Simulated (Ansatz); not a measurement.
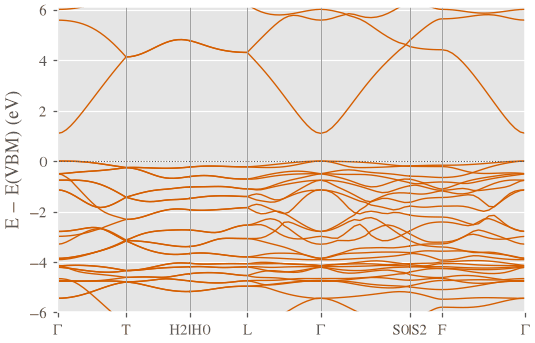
Fig. 1. Band structure from plane-wave PAW PBE (Ansatz code)

### Question
Read off the gap and where the band edges lie.

### Answer
About 1.1 eV (1.10 eV by a search for the band edges); maximum at Γ, minimum at Γ.

The material is ZnSnO$_{3}$ in space group R3c (No. 161; Zn on 6a, Sn on 6a, O on 18b).

The PBE relaxation kept the symmetry of its start. Spin–orbit coupling is left out wherever it is not named.

Potentials: the later of the program's two PAW sets.
